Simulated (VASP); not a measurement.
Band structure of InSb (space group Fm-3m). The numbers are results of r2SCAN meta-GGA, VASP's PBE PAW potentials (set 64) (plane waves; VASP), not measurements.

Unless said otherwise, spin-orbit coupling is left out, though it shifts the bands of the heavy elements here.

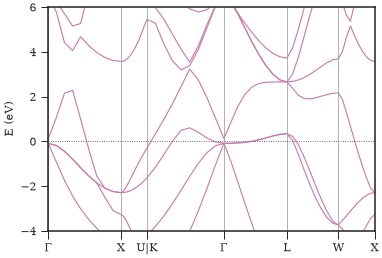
Fig. 1. Bands along high-symmetry lines, zero at the valence-band maximum or, without a gap, the Fermi level

**Question.** Read the plot: is there a gap, and where are the band edges?

**Answer.** It has no gap at this level: it comes out as a metal or semimetal.

The structure comes from a computed database's InSb entry (Fm-3m); how it stands against other phases isn't given here. It was relaxed first.
